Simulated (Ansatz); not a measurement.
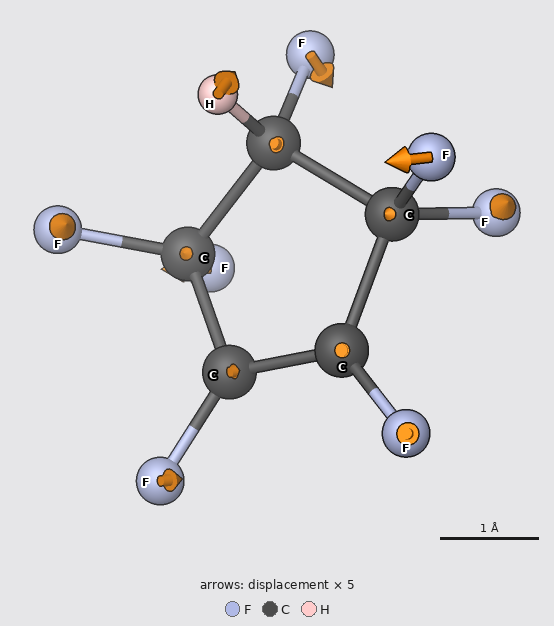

This is a relaxation of C₅HF₇. The starting structure is drawn; orange arrows show the displacements, magnified 5 times. The two geometries are superimposed by the best rigid fit.

A ball-and-stick model, seen at a tilt.

The start comes from PBE-D4/def2-SVP.

Computed with RKS PBE0-D4/def2-TZVP in Ansatz 0.2.0. (force threshold 0.005 eV/Å; at most 150 steps)

Question: Describe the change and its energy.

Answer: The energy falls by 1.69 kcal/mol in 8 geometry steps. The largest force component goes from 0.78 to 0.0012 eV/Å. The largest moves after the best rigid fit, 0.11 Å, are those of F atoms. By element the largest moves are F 0.11 Å, H 0.10 Å, C 0.03 Å. Near-neighbour distances that change, for instance: C–C 1.350 → 1.327 Å, C–H 1.111 → 1.093 Å, C–F 1.363 → 1.346 Å, C–F 1.323 → 1.310 Å. The run took about 17 s of wall time on a shared GPU.
